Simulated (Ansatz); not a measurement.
AlClHO$_{2}$ (SMILES [O-][Al]([OH])[Cl]) (charge −1)

```tsv
atom	x (Å)	y (Å)	z (Å)
O	-1.2711	-1.4104	1.1171
Al	-0.3936	-0.3533	0.2517
O	1.2801	0.1132	0.3518
Cl	-1.1383	0.8790	-1.4199
H	1.5230	0.7714	-0.3007
```

Geometry: PBE0-D4/def2-TZVPD.

Level of theory: RKS PBE0-D4/def2-TZVPPD in Ansatz.

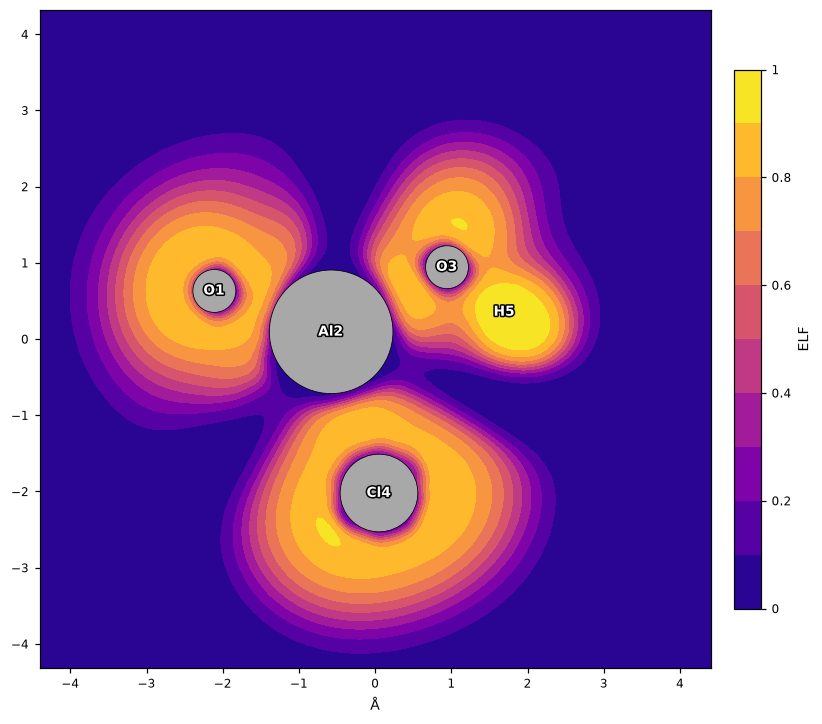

Figure 1. ELF on the molecular plane. Grey discs cover the atomic cores.

Describe what can be read from this map.

Atoms in the plane: O, Al, Cl and H. Al–O (1.62 Å): the ELF peaks at about 0.80 in the valence shell of O, 0.6 Å from its nucleus, and is about 0.45 at the midpoint. Al–Cl (2.21 Å): the ELF peaks at about 0.85 in the valence shell of Cl, 0.9 Å from its nucleus, and is about 0.80 at the midpoint. O–H (0.96 Å): the ELF climbs to about 1 towards the hydrogen, as it does in any bond to H: an ordinary covalent bond to hydrogen. Al–O (1.74 Å): the ELF peaks at about 0.90 in the valence shell of O, 0.6 Å from its nucleus, and is about 0.45 at the midpoint. The ELF also peaks beside Cl4, O1 and O3, away from the bonds: lone-pair regions.

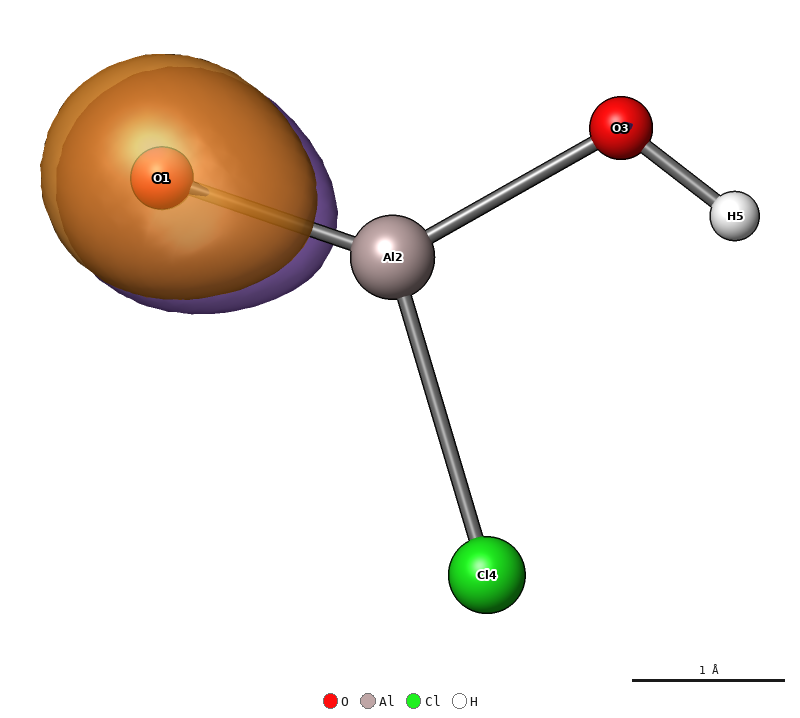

Figure 2. The HOMO−1 at ±0.2 Å⁻³ᐟ² (orange and purple are the two phases), seen across its widest extent.

What is the character of this orbital?

It lies mainly on O1 (about 80 %) and Al2 (about 20 %); it changes sign across the molecular plane (π type). Its energy is −1.79 eV.

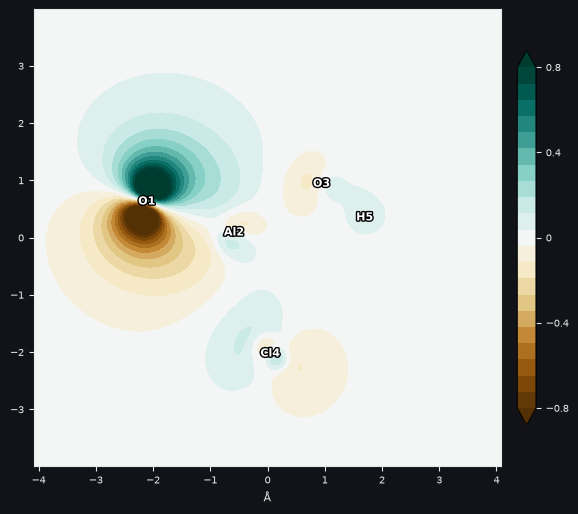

Figure 3. The HOMO on the molecular plane (values in Å⁻³ᐟ²; the overall sign is arbitrary).

What is the character of this orbital?

Its weight (Hirshfeld) is mainly on O1 (about 80 %); it is symmetric in the molecular plane (an in-plane orbital: σ, lone-pair or in-plane π type); largely a lone pair of O1. Its energy is −1.63 eV.
